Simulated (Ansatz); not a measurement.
# ZrCu5 under a change: x(Ge) = 0.2, 6 atoms, F-43m

Consider ZrCu₅ (space group F-43m, No. 216; a = 6.789 Å).

The other end (x = 1) is ZrGe5 (space group F-43m, No. 216; a hypothetical phase, not in the database extracts checked): 18.08 Å³/atom, gap zero; this end may not be an ambient phase.

Perturbation: a fraction x = 0.2 of the Cu sites is given to Ge, ordered in a cell of 6 atoms (starting symmetry F-43m) and fully relaxed.

Method: Ansatz (a quantum-chemistry and plane-wave program) PBEsol, scalar-relativistic without spin-orbit coupling. k-mesh 12×12×12 (Γ-centred); smearing 0.05 eV (Fermi–Dirac).

The volume per atom increases by 0.78 Å³ (13.04 Å³ → 13.82 Å³) and the band gap is still zero. The mixing energy amounts to +0.04 eV/atom (to 0.01 eV only: unlike meshes or grids) (against an end that may be hypothetical) and the deviation of the volume from the linear (Vegard-type) interpolation is -1.6 %.

Final structure:

```xyz
6
Lattice="0.0000 3.4610 3.4610 3.4610 0.0000 3.4610 3.4610 3.4610 0.0000" Properties=species:S:1:pos:R:3 pbc="T T T"
Zr     0.0000     0.0000     0.0000
Ge     5.1916     5.1916     5.1916
Cu     4.3274     2.5947     4.3274
Cu     2.5947     2.5947     2.5947
Cu     2.5947     4.3274     4.3274
Cu     4.3274     4.3274     2.5947
```

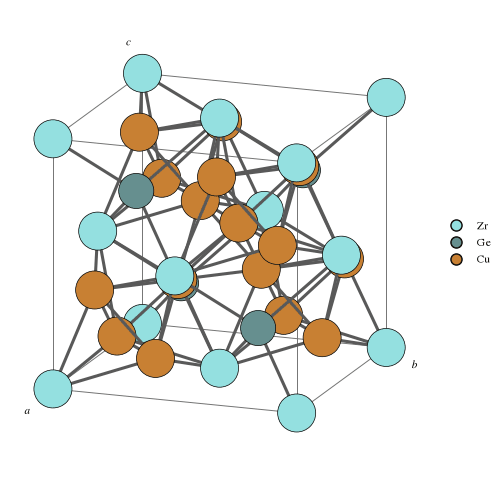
Fig. 1. The relaxed conventional cell after the change

Cost of the whole job for the changed cell (relaxation, final SCF and bands): roughly 4 core-minutes.

These are small ordered cells, not random alloys; other orderings at the same x differ. Whether these cells are dynamically stable was not tested. The final runs are not spin-polarised. ZrCu4Ge and ZrGe5 have a high density of states at the Fermi level and may be magnetic at this level.
